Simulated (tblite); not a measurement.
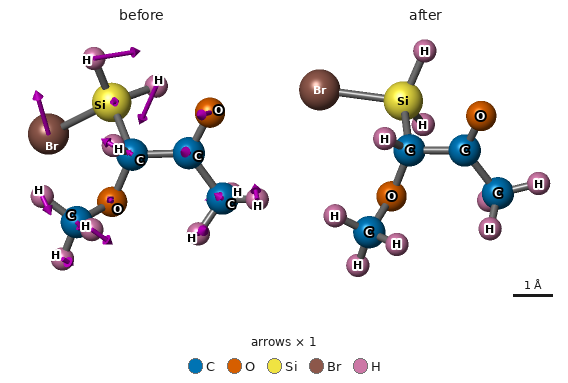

The structure of C₄H₉BrO₂Si before (left) and after (right) a relaxation, at one scale. The purple arrows give the displacements, at their true length.

The picture is a ball-and-stick view, seen at a tilt.

All numbers below come from GFN2-xTB geometry optimisation, gas phase (tblite 0.8.0). 

> Summarise the run.

The largest moves after the best rigid fit, 1.41 Å, are those of Br and H atoms. By element the largest moves are Br 1.41 Å, H 1.40 Å, O 0.74 Å, C 0.42 Å, Si 0.30 Å. Some distances before and after: Br–Si 2.241 → 2.203 Å, C–O 1.245 → 1.210 Å, C–H 1.121 → 1.088 Å, C–C 1.465 → 1.496 Å. Bond angles that change, for instance: H–Si–H 108.2° → 116.1°, C–C–C 122.7° → 116.0°, Br–Si–H 112.4° → 106.3°. Groups turn about C–Si by about 55°, C–C by about 50°, C–O by about 35°. After 190 geometry steps the energy has fallen by 10.3 kcal/mol.
